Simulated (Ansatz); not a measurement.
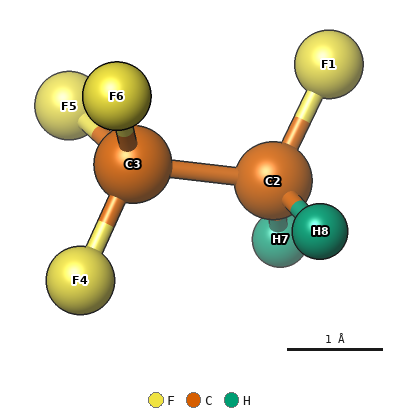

Fig. 1: The structure as given in the input (ball-and-stick view, seen at a tilt; atoms are numbered from 1 in the order of the input). Bond lengths as drawn: C–C 1.53 Å, C–F 1.35 to 1.37 Å and C–H 1.11 Å.

**C$_{2}$H$_{2}$F$_{4}$: one change and its effect**

System: C$_{2}$H$_{2}$F$_{4}$, SMILES FCC(F)(F)F.
Method of the first run: RKS r2SCAN-D4/def2-TZVPP (Ansatz 0.2.0).

Text and figures count atoms from 1; the logs count them from 0 in places.

## Input, the first run
```yaml
crystal:
  periodic: [false, false, false]
  atoms:
    - { symbol: F, position_ang: [1.86191165, 0.09459137, -0.71590707] }
    - { symbol: C, position_ang: [1.12309784, -0.34633345, 0.35263079] }
    - { symbol: C, position_ang: [-0.35273437, -0.02219305, 0.14343081] }
    - { symbol: F, position_ang: [-1.05601861, -0.46915091, 1.21147595] }
    - { symbol: F, position_ang: [-0.84091706, -0.61797612, -0.96252509] }
    - { symbol: F, position_ang: [-0.55932941, 1.30442852, 0.02737427] }
    - { symbol: H, position_ang: [1.22475275, -1.44748071, 0.46632728] }
    - { symbol: H, position_ang: [1.4595072, 0.15105436, 1.28817306] }
basis:
  gaussian: { orbitals: def2-TZVPP }
hamiltonian:
  xc: r2scan
  dispersion: d4
relax:
  f_tol: 0.002
  max_steps: 150
```

Command:
```bash
ansatz run input.yaml --threads 4 --pin off --max-ram 10240MiB --backend cpu --events-out ev --progress --plain --runs-dir out
```

Hardware: 4 threads of Intel Xeon @ 2.50GHz (Skylake/Cascade Lake), 189 GiB of memory available, shared host.

## Output, shortened to warnings, some set-up lines, iterations and results (the first run)
```
[...]
mean field evaluation 1: about -12970.9957 eV, gradient 4.7e1 eV
mean field evaluation 2: about -12969.2920 eV, gradient 5.9e1 eV
mean field evaluation 4: about -12974.3059 eV, gradient 2.3e0 eV
mean field evaluation 8: about -12974.3218 eV, gradient 6.6e-2 eV
mean field evaluation 16: about -12974.2928 eV, gradient 5.7e-4 eV
relax step   1: F+E_penalty+E_count = -12974.32203572 eV  Δ(F+E_penalty+E_count) = +0.000e0 eV  max|allowed force component| = 6.818e-1 eV/Å  Δτ_max = 0.0000 Å  (30 SCF …
relax step   2: F+E_penalty+E_count = -12974.34055946 eV  Δ(F+E_penalty+E_count) = -1.852e-2 eV  max|allowed force component| = 2.749e-1 eV/Å  Δτ_max = 0.0118 Å  (33 SCF …
mean field evaluation 32: about -12974.3141 eV, gradient 2.4e-5 eV
relax step   3: F+E_penalty+E_count = -12974.34332545 eV  Δ(F+E_penalty+E_count) = -2.766e-3 eV  max|allowed force component| = 4.394e-2 eV/Å  Δτ_max = 0.0066 Å  (33 SCF …
relax step   4: F+E_penalty+E_count = -12974.34341051 eV  Δ(F+E_penalty+E_count) = -8.506e-5 eV  max|allowed force component| = 1.278e-2 eV/Å  Δτ_max = 0.0016 Å  (33 SCF …
relax step   5: F+E_penalty+E_count = -12974.34342433 eV  Δ(F+E_penalty+E_count) = -1.382e-5 eV  max|allowed force component| = 7.198e-3 eV/Å  Δτ_max = 0.0018 Å  (33 SCF …
relax step   6: F+E_penalty+E_count = -12974.34342543 eV  Δ(F+E_penalty+E_count) = -1.109e-6 eV  max|allowed force component| = 7.870e-4 eV/Å  Δτ_max = 0.0003 Å  (33 SCF …
mean field evaluation 64: about -12974.2155 eV, gradient 8.5e0 eV
mean field -12974.31419631 eV, -476.7972524083 hartree, gradient 2.6e-5 eV, S^2 0.000000; 1 other end points of the search recorded, 0 dependent functions left out
the calculation of the forces begins
reference -12974.31420322 eV, -476.7972526623 hartree; 25, 25 occupied and 189, 189 virtual orbitals, 1102 factors
Total energy: -12974.34343235 eV, -476.7983268129 hartree
Atom 0 at     1.845345     0.094610    -0.710427 Å, force    -0.000410    -0.000305     0.000787 eV/Å
Atom 1 at     1.115994    -0.352136     0.365864 Å, force     0.000603     0.000211    -0.000587 eV/Å
Atom 2 at    -0.346231    -0.025099     0.147039 Å, force     0.000061    -0.000035     0.000092 eV/Å
Atom 3 at    -1.058744    -0.464151     1.203187 Å, force    -0.000174     0.000099    -0.000112 eV/Å
Atom 4 at    -0.830170    -0.614821    -0.954764 Å, force    -0.000066     0.000257     0.000210 eV/Å
Atom 5 at    -0.550272     1.294010     0.027598 Å, force    -0.000109    -0.000316    -0.000137 eV/Å
Atom 6 at     1.226033    -1.434602     0.458854 Å, force     0.000026    -0.000130    -0.000244 eV/Å
Atom 7 at     1.458315     0.149130     1.273630 Å, force     0.000068     0.000219    -0.000010 eV/Å
Dipole moment:     0.203258    -0.186527     0.304616 e Å
```

The second run used a changed input.

## The two runs side by side

| quantity | the first run | the second run |
| --- | --- | --- |
| outcome | converged | converged |
| total energy (hartree) | −476.798327 | −477.008622 |
| largest force (eV/Å) | 0.001 | 0.001 |
| basis functions | 214 | 214 |
| wall time (shared host) | 41 s | 43 s |

What was changed in the input?

The change (lines with − go, lines with + come):
```diff
-  xc: r2scan
+  xc: { name: B3LYP }
```

The total energies belong to different methods, so their difference says nothing on which is more stable or more accurate. The functional changes from r2SCAN to B3LYP.

## Output, shortened to warnings, some set-up lines, iterations and results (the second run)
```
[...]
mean field evaluation 1: about -12976.4286 eV, gradient 4.9e1 eV
mean field evaluation 2: about -12974.4404 eV, gradient 6.3e1 eV
mean field evaluation 4: about -12979.8284 eV, gradient 2.1e0 eV
mean field evaluation 8: about -12979.8343 eV, gradient 3.8e-2 eV
mean field evaluation 16: about -12979.8538 eV, gradient 1.3e-4 eV
relax step   1: F+E_penalty+E_count = -12980.04392954 eV  Δ(F+E_penalty+E_count) = +0.000e0 eV  max|allowed force component| = 7.674e-1 eV/Å  Δτ_max = 0.0000 Å  (28 SCF …
relax step   2: F+E_penalty+E_count = -12980.06289832 eV  Δ(F+E_penalty+E_count) = -1.897e-2 eV  max|allowed force component| = 3.193e-1 eV/Å  Δτ_max = 0.0118 Å  (32 SCF …
mean field evaluation 32: about -12979.8751 eV, gradient 1.7e-5 eV
relax step   3: F+E_penalty+E_count = -12980.06557239 eV  Δ(F+E_penalty+E_count) = -2.674e-3 eV  max|allowed force component| = 4.484e-2 eV/Å  Δτ_max = 0.0064 Å  (32 SCF …
relax step   4: F+E_penalty+E_count = -12980.06564951 eV  Δ(F+E_penalty+E_count) = -7.712e-5 eV  max|allowed force component| = 1.348e-2 eV/Å  Δτ_max = 0.0012 Å  (32 SCF …
relax step   5: F+E_penalty+E_count = -12980.06565956 eV  Δ(F+E_penalty+E_count) = -1.005e-5 eV  max|allowed force component| = 2.512e-3 eV/Å  Δτ_max = 0.0010 Å  (32 SCF …
relax step   6: F+E_penalty+E_count = -12980.06565993 eV  Δ(F+E_penalty+E_count) = -3.618e-7 eV  max|allowed force component| = 8.253e-4 eV/Å  Δτ_max = 0.0002 Å  (32 SCF …
mean field evaluation 64: about -12979.8496 eV, gradient 2.0e0 eV
mean field -12979.87516256 eV, -477.0016141489 hartree, gradient 1.7e-5 eV, S^2 0.000000; 1 other end points of the search recorded, 0 dependent functions left out
the calculation of the forces begins
reference -12979.87534506 eV, -477.0016208556 hartree; 25, 25 occupied and 189, 189 virtual orbitals, 1102 factors
Total energy: -12980.06584242 eV, -477.0086215045 hartree
Atom 0 at     1.855630     0.091856    -0.708137 Å, force     0.000244     0.000181    -0.000302 eV/Å
Atom 1 at     1.117613    -0.351862     0.364876 Å, force     0.000323     0.000230    -0.000554 eV/Å
Atom 2 at    -0.349168    -0.024036     0.145808 Å, force    -0.000093    -0.000365     0.000825 eV/Å
Atom 3 at    -1.058960    -0.464811     1.204420 Å, force    -0.000331     0.000256    -0.000345 eV/Å
Atom 4 at    -0.835586    -0.615267    -0.955015 Å, force     0.000024    -0.000077     0.000054 eV/Å
Atom 5 at    -0.555389     1.295701     0.028543 Å, force     0.000076    -0.000043    -0.000002 eV/Å
Atom 6 at     1.227237    -1.432024     0.459016 Å, force    -0.000088     0.000090     0.000216 eV/Å
Atom 7 at     1.458894     0.147383     1.271469 Å, force    -0.000155    -0.000272     0.000108 eV/Å
Dipole moment:     0.208337    -0.192220     0.314263 e Å
```
